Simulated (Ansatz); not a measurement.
**SiH2 (triplet): correlated methods under varied settings at a displaced geometry (v1)**

Aim: run SiH2 (triplet) at one geometry under a spread of methods and options, and see what each costs and gives.

The runs use Ansatz 0.2.0, Gaussian basis; the settings change from run to run.

24 further runs of the same task are left out: 10 that didn't finish, 14 set aside as unsound or not needed.

## Step 1: The system

The geometry is a PBE0/def2-TZVP stationary point (not a proven minimum) with its atoms shifted at random (size 0.040 Å).

3 atoms, charge 0, spin multiplicity 3.

Atoms are counted from 1 here; the program's logs count them from 0.

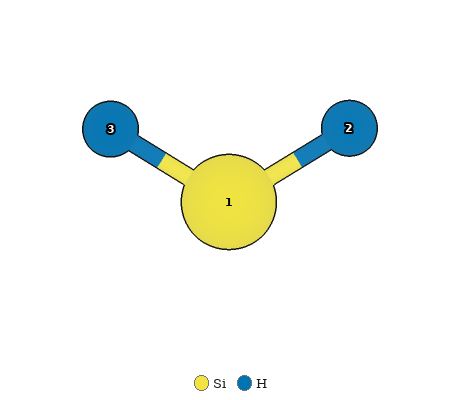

The geometry (silicon yellow, hydrogen blue); atoms are numbered from 1 in the order of the file.

## Step 2: BCCD on UHF/cc-pVDZ

File in.yaml:

```yaml
crystal:
  periodic: [false, false, false]
  atoms:
    - {symbol: Si, position_ang: [-0.001550, -0.051645, 0.002174]}
    - {symbol: H, position_ang: [-0.002383, 0.689866, -1.287353]}
    - {symbol: H, position_ang: [0.045581, 0.749175, 1.226782]}
basis:
  gaussian: {orbitals: cc-pVDZ}
magnetization: {spin_polarized: true, initial_magnetization: 2}
correlation: {method: bccd, electrons: outside_noble_gas}
scf: {lower_state_search: full}
output: {forces: true}
```

Run with:

```sh
> ansatz run in.yaml --threads 1 --pin off --events-out ev --progress --plain --max-ram 2393MiB
```

Output, shortened:

```text
Functional definition: HF
  name "HF"
  cite "Fock, Z. Phys. 61, 126 (1930) doi:10.1007/BF01340294"
  parent pbe
[...]
270 factors; integrals over basis functions are off by at most 1.3e-3 eV
[...]
mean field -7891.61170623 eV, -290.0113810773 hartree, gradient 3.2e-6 eV, S^2 2.005490; 2 other end points of the search recorded, 0 dependent functions left out
5 core orbitals not correlated: weight in the atoms' cores, before any rotation towards them, 1.000 or more for the frozen orbitals, at most 0.000 for the correlated occupied ones
reference -7891.61170623 eV, -290.0113810773 hartree; 4, 2 occupied and 19, 21 virtual orbitals, 270 factors
second order -1.96908101 eV of doubles, -0.00000000 eV of singles
cycle   1  -2.39856401 eV  change   -4.3e-1 eV  update   5.0e-2
[...]
cycle  10  -2.56197063 eV  change   -1.0e-6 eV  update   2.7e-6
[...]
Total energy: -7894.17367685 eV, -290.1055317612 hartree
Atom 0 at    -0.001550    -0.051645     0.002174 Å, force    -0.013511    -0.212605    -0.379507 eV/Å
Atom 1 at    -0.002383     0.689866    -1.287353 Å, force    -0.002486    -0.019740    -0.102354 eV/Å
Atom 2 at     0.045581     0.749175     1.226782 Å, force     0.015997     0.232345     0.481861 eV/Å
Dipole moment:    -0.000836    -0.030302     0.005261 e Å
```

It took 0.57 s on 1 thread of Arm Neoverse V2, shared host.

From the report: ⟨S²⟩ of the determinant 2.005 (pure triplet: 2.00); correlation -2.5620 eV; largest double amplitude 0.04.

## Step 3: CASSCF(2,10)/6-31G*

File in.yaml:

```yaml
crystal:
  periodic: [false, false, false]
  atoms:
    - {symbol: Si, position_ang: [-0.001550, -0.051645, 0.002174]}
    - {symbol: H, position_ang: [-0.002383, 0.689866, -1.287353]}
    - {symbol: H, position_ang: [0.045581, 0.749175, 1.226782]}
basis:
  gaussian: {orbitals: "6-31G*"}
magnetization: {spin_polarized: false, initial_magnetization: 2}
correlation: {active_space: {window: {electrons: 2, orbitals: 10}}}
```

Same command.

Output:

```text
Functional definition: HF
  name "HF"
  cite "Fock, Z. Phys. 61, 126 (1930) doi:10.1007/BF01340294"
  parent pbe
  exchange = exact_x
  correlation = 0
229 factors; integrals over basis functions are off by at most 8.3e-4 eV
mean field evaluation 1: about -7890.4145 eV, gradient 7.5e0 eV
mean field evaluation 2: about -7890.4170 eV, gradient 7.5e0 eV
mean field evaluation 4: about -7891.0499 eV, gradient 4.9e-1 eV
mean field evaluation 8: about -7891.0529 eV, gradient 2.8e-4 eV
mean field -7891.05294319 eV, -289.9908469143 hartree, gradient 9.0e-7 eV, S^2 2.000000; 0 other end points of the search recorded, 0 dependent functions left out
reference -7891.05294319 eV, -289.9908469143 hartree; 9, 7 occupied and 14, 16 virtual orbitals, 229 factors
state -7891.16379638 eV, -289.9949206941 hartree
Total energy: -7891.16379638 eV, -289.9949206941 hartree
```

Wall time 0.63 s (1 thread of Arm Neoverse V2, shared host).

From the report: 100 determinants; active occupations 1.00, 1.00, 0.00, 0.00, 0.00, 0.00, 0.00, 0.00, 0.00, 0.00.

## Step 4: MP2 on UHF/def2-SVPD

File in.yaml:

```yaml
crystal:
  periodic: [false, false, false]
  atoms:
    - {symbol: Si, position_ang: [-0.001550, -0.051645, 0.002174]}
    - {symbol: H, position_ang: [-0.002383, 0.689866, -1.287353]}
    - {symbol: H, position_ang: [0.045581, 0.749175, 1.226782]}
basis:
  gaussian: {orbitals: def2-SVPD}
magnetization: {spin_polarized: true, initial_magnetization: 2}
correlation: {method: mp2, electrons: outside_noble_gas}
accuracy: high
```

Same command.

Output:

```text
Functional definition: HF
  name "HF"
  cite "Fock, Z. Phys. 61, 126 (1930) doi:10.1007/BF01340294"
  parent pbe
  exchange = exact_x
  correlation = 0
694 factors; integrals over basis functions are off by at most 3.6e-9 eV
mean field evaluation 1: about -7888.4289 eV, gradient 6.5e0 eV
mean field evaluation 2: about -7888.4313 eV, gradient 6.6e0 eV
mean field evaluation 4: about -7889.1255 eV, gradient 7.6e-1 eV
mean field evaluation 8: about -7889.1425 eV, gradient 7.1e-4 eV
mean field -7889.14249194 eV, -289.9206391261 hartree, gradient 1.5e-8 eV, S^2 2.005944; 0 other end points of the search recorded, 0 dependent functions left out
5 core orbitals not correlated: weight in the atoms' cores, before any rotation towards them, 1.000 or more for the frozen orbitals, at most 0.000 for the correlated occupied ones
reference -7889.14249194 eV, -289.9206391261 hartree; 4, 2 occupied and 31, 33 virtual orbitals, 694 factors
second order -2.05173106 eV of doubles, -0.00000000 eV of singles
Total energy: -7891.19422300 eV, -289.9960388517 hartree
```

Run time: 0.24 s. Hardware: 1 thread of Arm Neoverse V2, shared host.

From the report: ⟨S²⟩ of the determinant 2.006 (pure triplet: 2.00).

## Step 5: CCSDT(Q)/B on UHF/STO-3G

Changes to in.yaml since step 4:

```diff
@@ -7,5 +7,5 @@
 basis:
-  gaussian: {orbitals: def2-SVPD}
+  gaussian: {orbitals: STO-3G}
 magnetization: {spin_polarized: true, initial_magnetization: 2}
-correlation: {method: mp2, electrons: outside_noble_gas}
-accuracy: high
+correlation: {method: ccsdt_q_b, electrons: valence}
+output: {forces: true}
```

Launched as before.

Output:

```text
Functional definition: HF
  name "HF"
  cite "Fock, Z. Phys. 61, 126 (1930) doi:10.1007/BF01340294"
  parent pbe
  exchange = exact_x
  correlation = 0
162 factors; integrals over basis functions are off by at most 2.5e-8 eV
mean field evaluation 1: about -7799.4005 eV, gradient 4.4e0 eV
mean field evaluation 2: about -7799.4032 eV, gradient 4.4e0 eV
mean field evaluation 4: about -7799.8227 eV, gradient 7.7e-1 eV
mean field evaluation 8: about -7799.8415 eV, gradient 4.7e-3 eV
mean field evaluation 16: about -7799.8395 eV, gradient 3.7e-1 eV
mean field -7799.84150203 eV, -286.6388882772 hartree, gradient 1.2e-6 eV, S^2 2.002477; 1 other end points of the search recorded, 0 dependent functions left out
5 core orbitals not correlated: weight in the atoms' cores, before any rotation towards them, 1.000 or more for the frozen orbitals, at most 0.000 for the correlated occupied ones
reference -7799.84150203 eV, -286.6388882772 hartree; 4, 2 occupied and 2, 4 virtual orbitals, 162 factors
second order -0.63912412 eV of doubles, -0.00000000 eV of singles
cycle   1  -0.87515423 eV  change   -2.4e-1 eV  update   4.4e-2
cycle   2  -1.03246570 eV  change   -1.6e-1 eV  update   1.9e-2
cycle   3  -1.03905373 eV  change   -6.6e-3 eV  update   4.2e-3
cycle   4  -1.04115365 eV  change   -2.1e-3 eV  update   9.8e-4
cycle   5  -1.04043235 eV  change    7.2e-4 eV  update   3.3e-4
cycle   6  -1.04080546 eV  change   -3.7e-4 eV  update   1.0e-4
cycle   7  -1.04065386 eV  change    1.5e-4 eV  update   3.4e-5
cycle   8  -1.04069890 eV  change   -4.5e-5 eV  update   1.1e-5
cycle   9  -1.04069958 eV  change   -6.8e-7 eV  update   2.2e-6
cycle  10  -1.04069868 eV  change    9.0e-7 eV  update   6.9e-7
cycle  11  -1.04069878 eV  change   -9.9e-8 eV  update   2.4e-7
perturbative correction -0.00010795 eV, -0.0000039671 hartree
the calculation of the forces begins
Total energy: -7800.88230876 eV, -286.6771372189 hartree
Atom 0 at    -0.001550    -0.051645     0.002174 Å, force    -0.000631     0.251924    -0.457053 eV/Å
Atom 1 at    -0.002383     0.689866    -1.287353 Å, force     0.006330    -0.250252     0.764797 eV/Å
Atom 2 at     0.045581     0.749175     1.226782 Å, force    -0.005699    -0.001672    -0.307744 eV/Å
Dipole moment:    -0.005132    -0.171409     0.007920 e Å
```

Wall time 1.7 s (1 thread of Arm Neoverse V2, shared host).

From the report: ⟨S²⟩ of the determinant 2.002 (pure triplet: 2.00); correlation -1.0408 eV; T1 0.005; largest double amplitude 0.06.

## Step 6: CASSCF(6,5)/6-31++G**

File in.yaml:

```yaml
crystal:
  periodic: [false, false, false]
  atoms:
    - {symbol: Si, position_ang: [-0.001550, -0.051645, 0.002174]}
    - {symbol: H, position_ang: [-0.002383, 0.689866, -1.287353]}
    - {symbol: H, position_ang: [0.045581, 0.749175, 1.226782]}
basis:
  gaussian: {orbitals: "6-31++G**"}
magnetization: {spin_polarized: false, initial_magnetization: 2}
correlation: {active_space: {window: {electrons: 6, orbitals: 5}, states: [{multiplicity: 3, weights: [1, 0.5, 1, 0.5]}]}}
output: {forces: true}
```

Launched as before.

Output, shortened:

```text
Functional definition: HF
  name "HF"
  cite "Fock, Z. Phys. 61, 126 (1930) doi:10.1007/BF01340294"
  parent pbe
[...]
542 factors; integrals over basis functions are off by at most 1.4e-7 eV
[...]
mean field -7891.16014017 eV, -289.9947863307 hartree, gradient 3.9e-6 eV, S^2 2.000000; 0 other end points of the search recorded, 0 dependent functions left out
reference -7891.16014017 eV, -289.9947863307 hartree; 9, 7 occupied and 26, 28 virtual orbitals, 542 factors
state -7891.22774423 eV, -289.9972707342 hartree
state -7886.02372429 eV, -289.8060265289 hartree
state -7885.68618611 eV, -289.7936222296 hartree
state -7884.22363841 eV, -289.7398745928 hartree
an earlier search ended where averaged states of different weights were degenerate, so these states were given the mean of their weights and the orbitals were optimised with it; in the result, neighbours among these states lie up to 3.4e-1 eV apart
[...]
Total energy: -7887.37399875 eV, -289.8556481998 hartree
Atom 0 at    -0.001550    -0.051645     0.002174 Å, force    -0.059264    -2.718351     1.331547 eV/Å
Atom 1 at    -0.002383     0.689866    -1.287353 Å, force     0.018028     1.703945    -1.876556 eV/Å
Atom 2 at     0.045581     0.749175     1.226782 Å, force     0.041236     1.014406     0.545009 eV/Å
Dipole moment:     0.004871     0.189745    -0.052928 e Å
```

It took 2.2 s on 1 thread of Arm Neoverse V2, shared host.

From the report: 100 determinants; active occupations (of the averaged states) 1.98, 1.59, 1.23, 0.93, 0.28.

## Step 7: CCSD(T) on UHF/cc-pVTZ

File in.yaml:

```yaml
crystal:
  periodic: [false, false, false]
  atoms:
    - {symbol: Si, position_ang: [-0.001550, -0.051645, 0.002174]}
    - {symbol: H, position_ang: [-0.002383, 0.689866, -1.287353]}
    - {symbol: H, position_ang: [0.045581, 0.749175, 1.226782]}
basis:
  gaussian: {orbitals: cc-pVTZ, point_charges: [{charge: -1.00, position_ang: [3.192, -0.387, 0.629]}]}
magnetization: {spin_polarized: true, initial_magnetization: 2}
hamiltonian: {pseudopotentials: {relativity: scalar}}
correlation: {method: ccsd_t, electrons: outside_noble_gas}
accuracy: high
```

Same command.

Output, shortened:

```text
Functional definition: HF
  name "HF"
  cite "Fock, Z. Phys. 61, 126 (1930) doi:10.1007/BF01340294"
  parent pbe
[...]
936 factors; integrals over basis functions are off by at most 3.9e-9 eV
[...]
mean field -7906.89458456 eV, -290.5730164971 hartree, gradient 3.4e-8 eV, S^2 2.006340; 0 other end points of the search recorded, 0 dependent functions left out
5 core orbitals not correlated: weight in the atoms' cores, before any rotation towards them, 1.000 or more for the frozen orbitals, at most 0.000 for the correlated occupied ones
reference -7906.89458456 eV, -290.5730164971 hartree; 4, 2 occupied and 53, 55 virtual orbitals, 936 factors
second order -2.43673573 eV of doubles, -0.00000000 eV of singles
cycle   1  -2.85186417 eV  change   -4.2e-1 eV  update   5.2e-2
[...]
cycle  22  -3.03252916 eV  change   3.7e-11 eV  update  3.1e-10
perturbative correction -0.08361191 eV, -0.0030726809 hartree
Total energy: -7910.01072562 eV, -290.6875325689 hartree
Relativity: scalar
```

It took 2.6 s on 1 thread of Arm Neoverse V2, shared host; peak memory 0.32 GiB.

From the report: ⟨S²⟩ of the determinant 2.006 (pure triplet: 2.00); correlation -3.1161 eV; T1 0.018; largest double amplitude 0.04.

## Step 8: The runs in one table

Where basis and cores are those of an earlier FCI/cc-pVDZ run (-7894.2427 eV), and the state is the same kind, the miss against it is given.

```
                                                         level         correlated  functions  energy (eV)  from FCI (meV)    time
                                           BCCD on UHF/cc-pVDZ  outside noble gas         28   -7894.1737            69.0  0.57 s
                                           CASSCF(2,10)/6-31G*                            23   -7891.1638                  0.63 s
                                          MP2 on UHF/def2-SVPD  outside noble gas         40   -7891.1942                  0.24 s
                                      CCSDT(Q)/B on UHF/STO-3G            valence         11   -7800.8823                   1.7 s
                CASSCF(6,5)/6-31++G** (mean of several states)                            35   -7887.3740                   2.2 s
CCSD(T) on UHF/cc-pVTZ (beside a point charge, relativity set)  outside noble gas         62   -7910.0107                   2.6 s
```

## Step 9: Outcome

| quantity | value |
| --- | --- |
| runs | 6 |
| quickest | MP2 on UHF/def2-SVPD, 0.24 s |
| slowest | CCSD(T) on UHF/cc-pVTZ (beside a point charge, relativity set), 2.6 s |

In words: Total energies in different bases, with other cores or another treatment of relativity can't be set against each other. CCSD(T) on UHF/cc-pVTZ (beside a point charge, relativity set) took 11 times as long as MP2 on UHF/def2-SVPD; the jobs differ in more than the method.
